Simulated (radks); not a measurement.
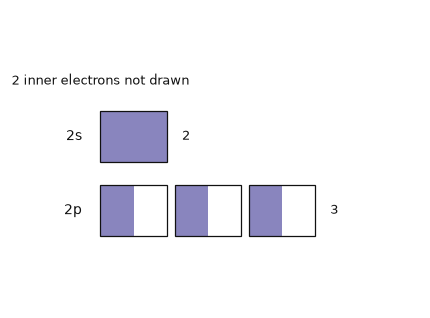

**Figure 1.** The outer shells as the input fills them: a box for each of the 2l + 1 orbitals, shaded by the share of the shell that is filled, with the electron count at the right.

**Run report: S⁹⁺, atomic calculation**

System: S⁹⁺, configuration [He] 2s2 2p3.
Method: Dirac Kohn-Sham, PBE, spin-unpolarised, spherical densities, point nucleus (radks).

Input:
```
Z 16
configuration [He] 2s2 2p3
relativity Dirac
functional pbe,pbe
spin unpolarised
j_filling average
nucleus point
c 137.035999084
mesh_step 0.08
max_iterations 71
```

Energies in input and log are in hartree, lengths in bohr.

Hardware: 1 thread of Arm Neoverse V1, 23 GiB of memory available, shared host.

The run was one of a batch that the task file lists, launched with:
```bash
python <driver script> task.json out
```

Log:
```
1s1/2   1   2.0000        -105.17561281
2p1/2   1   1.0000         -19.23859683
2p3/2   1   2.0000         -19.17213921
Etot -356.4889510548408
Ekin 274.1870507155994
Encl -666.852318866642
Eh 50.54377675838005
Exc -14.367459662178225
err 6.562261208973542e-10
it 71
```

Outcome:

- outcome: not converged
- total energy: −356.488951 hartree
- kinetic energy: 274.187051 hartree
- electron–nucleus energy: −666.852319 hartree
- Hartree energy: 50.543777 hartree
- exchange–correlation energy: −14.367460 hartree
- SCF iterations: 71

Diagnosis:

A numerical setting was moved from its usual value: mesh step h = 0.08. The run did not meet its convergence test in 71 iterations, so its last values are not results.
